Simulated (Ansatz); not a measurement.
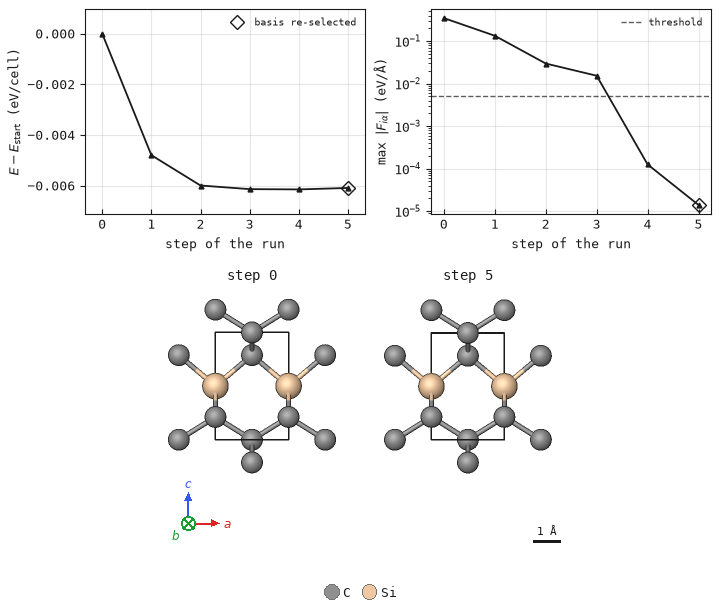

First and last geometry of a relaxation of crystalline SiC₃ (a generated structure, set up in P-4m2), with the history of the run. A ball-and-stick model of the cell of the calculation, seen along the b axis.

Computed with DFT, r2SCAN, plane waves, PAW (Ansatz). Set-up: plane-wave cutoff 500 eV; k-point mesh 8 × 8 × 6; occupations fermi dirac; smearing width 0.02 eV; no spin polarisation; cell and atoms relaxed; force threshold 0.005 eV/Å.

Q: What do the curves and the structures tell?

A: It converged. After 4 accepted moves (5 points after the start) the energy has fallen by 6.1 meV per cell of the calculation. The largest force component goes from 0.35 to under 0.0001 eV/Å. The pressure goes from −3.29 to 0.00 GPa. At 1 point the geometry stayed and the basis and grid were re-selected for the new cell (energy shift of 0.1 meV per cell of the calculation at most each time). The largest moves relative to the cell, 0.007 Å, are those of C atoms. Si stays in place. The volume changes by −1.0 %, with a = b 2.803 → 2.796 Å (−0.2 %), c 4.112 → 4.090 Å (−0.5 %). Some distances before and after: C–Si 1.835 → 1.824 Å. The space group stays P-4m2 (No. 115).
